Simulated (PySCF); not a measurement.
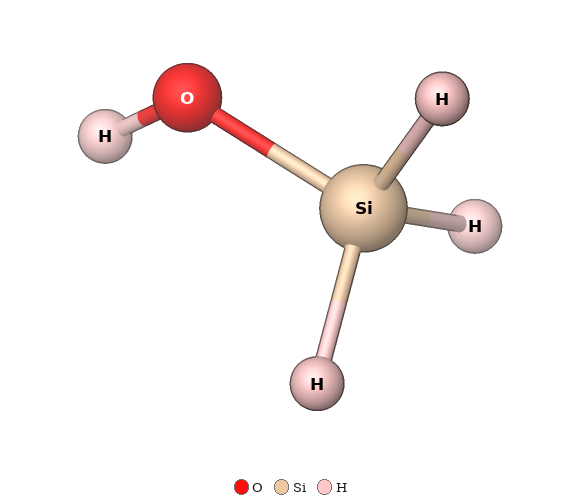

Atoms fade into the background with distance from the viewer. The computed structure is the end point of a GFN2-xTB optimisation. No frequency run is at hand to confirm it as a minimum.

List the symmetry elements and name the point group.

Answer. It has 1 mirror plane, so the point group is Cs. The group has 2 operations. The geometry is achiral, and symmetry allows a dipole moment.
